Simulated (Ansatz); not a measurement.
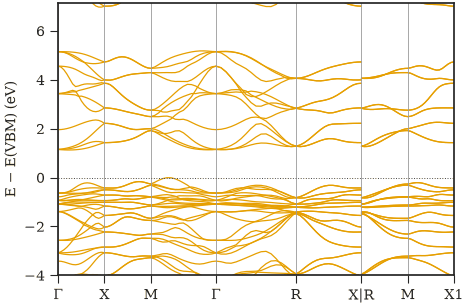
*Band structure from the program Ansatz at the r²SCAN level (PAW)*

The gap is 1.13 eV; an edge lies off the plotted path or next to a special point (maximum off the standard path, minimum on the Γ–X line, 23 % of the way from Γ).

Problem. Pick the material that matches.
(A) BP, Pm-3n (B on 6c, P on 6d)
(B) CoAsS, P2_13 (Co on 4a, As on 4a, S on 4a)
(C) AlN, Pm-3n (Al on 6c, N on 6d)
(D) GaN, Pm-3n (Ga on 6c, N on 6d)

Solution. B, CoAsS, P2_13 (Co on 4a, As on 4a, S on 4a)

The first step of the workflow began from a Materials Project structure, measured or hypothetical; the Crystallography Open Database copy checked does not list it. COD files the formula under space group No. 4, 29. Whether it is the stable phase at ambient conditions was not checked. Symmetry was held in the r²SCAN relaxation; its stability against distortions is not shown here. The run is not spin-polarised. Spin–orbit coupling is left out wherever it is not named.

Potentials: the later of the program's two PAW sets.
